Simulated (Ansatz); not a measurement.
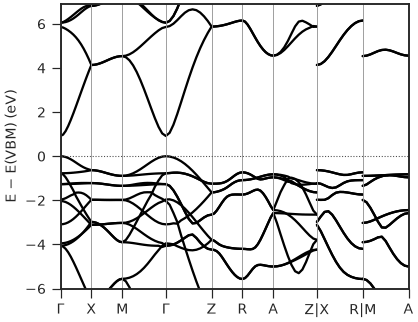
Band structure from plane-wave PAW PBEsol (Ansatz code)

### Question
Read off the gap and where the band edges lie.

### Answer
About 0.9 eV (0.92 eV by a search for the band edges); maximum at Γ, minimum at Γ.

The material is SnO2 (rutile, P4_2/mnm).

The PBEsol relaxation kept the symmetry of its start. Scalar-relativistic: spin–orbit coupling is off unless named, which matters more the heavier the elements.

Potentials: the later of the program's two PAW sets.
